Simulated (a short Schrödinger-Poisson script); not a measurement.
Structure: MOS inversion layer, Si3N4 on p-type Ge(100), at 400 K.

```tsv
layer	material	thickness (nm)	Na (cm⁻³)
1	Si3N4	2.3	-
2	Ge	860	2.3e17
```

Constants are typed, rounded textbook-type inputs, not results; the design itself was drawn at random and stands for no fabricated device. Si3N4: permittivity 7.5, conduction-band edge (eV) 1.9, gap (eV) 5.1, electron mass (mₑ) 0.5. Ge: permittivity 16, conduction-band edge (eV) 0, gap (eV) 0.664, Nv at 300 K (cm⁻³) 6e18.

Channel valleys (confinement mass, in-plane density-of-states mass, number): L4 0.12, 0.295, 4. At the gate the conduction-band edge of layer 1 lies 1.95 eV − eVg above the Fermi level of the channel; the field vanishes at the back. Gaps are held at their typed values at every temperature. Mesh 0.03 nm at interfaces.

From a short Schrödinger-Poisson script (our own, NumPy): 1D Poisson equation in equilibrium, electrons quantum, Hartree (BenDaniel-Duke, 12 states a valley, the channel's in-plane mass for all, wave functions ending at the dielectric), parabolic valleys, classical holes, full ionisation, no traps, pinning or gate leakage.

Only gate voltages with over 1e8 electrons/cm² are shown.

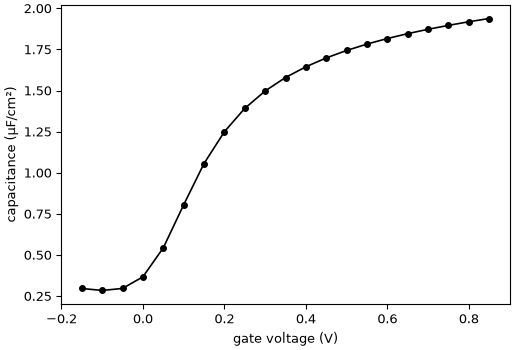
Fig. 1. Quasi-static capacitance against gate voltage

| Vg (V) | electrons (cm⁻²) | C (μF/cm²) | L4 E0 (meV) | L4 E1 (meV) |
|---|---|---|---|---|
| -0.15 | 1.71e9 | 0.296 | 332.5 | 384.7 |
| -0.1 | 4.76e9 | 0.284 | 292.4 | 348.7 |
| -0.05 | 1.44e10 | 0.297 | 252.1 | 311.9 |
| 0 | 4.36e10 | 0.367 | 212.6 | 275.8 |
| 0.05 | 1.22e11 | 0.544 | 176.4 | 242.8 |
| 0.1 | 2.85e11 | 0.805 | 146.3 | 215.9 |
| 0.15 | 5.45e11 | 1.06 | 123.1 | 196.1 |
| 0.2 | 8.86e11 | 1.25 | 105.6 | 182.0 |
| 0.25 | 1.29e12 | 1.39 | 92.0 | 171.7 |
| 0.3 | 1.73e12 | 1.50 | 81.0 | 164.0 |
| 0.35 | 2.20e12 | 1.58 | 71.9 | 158.1 |
| 0.4 | 2.70e12 | 1.64 | 64.1 | 153.4 |
| 0.45 | 3.22e12 | 1.70 | 57.4 | 149.5 |
| 0.5 | 3.75e12 | 1.74 | 51.3 | 146.4 |
| 0.55 | 4.30e12 | 1.78 | 45.9 | 143.7 |
| 0.6 | 4.86e12 | 1.82 | 40.9 | 141.4 |
| 0.65 | 5.43e12 | 1.85 | 36.4 | 139.5 |
| 0.7 | 6.01e12 | 1.87 | 32.2 | 137.8 |
| 0.75 | 6.60e12 | 1.90 | 28.2 | 136.3 |
| 0.8 | 7.20e12 | 1.92 | 24.5 | 135.0 |
| 0.85 | 7.80e12 | 1.94 | 21.0 | 133.8 |

Subbands count from the Fermi level.

Only the L valleys are kept; under strong confinement the Δ valleys of Ge fill too.
